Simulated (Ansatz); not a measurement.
**TiO2: pressure series**

The parent structure is TiO2 in the rutile structure (space group P4_2/mnm, No. 136; a = 4.6434 Å, c = 2.9638 Å).

Cell and atoms are relaxed at each pressure.

Level of theory: PBE/PAW in Ansatz (a quantum-chemistry and plane-wave program), no SOC.

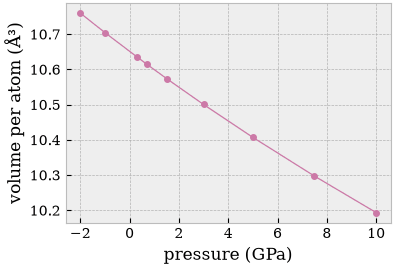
Figure. Volume against pressure

Q: Estimate the zero-pressure bulk modulus from the plot.

A: About 200 GPa; a third-order Birch–Murnaghan fit to the points gives V₀ = 10.65 Å³/atom, B₀ = 203 GPa and B₀′ = 5.3.

Between the base and pressure 10 GPa the gap moves from 1.86 eV to 1.89 eV, a mean slope of 3.3 meV/GPa.

Load acts through the strain it causes; cell and atoms are relaxed under it. No phonon test of stability was made. Competing high-pressure phases were not computed. All final runs are without spin polarisation.
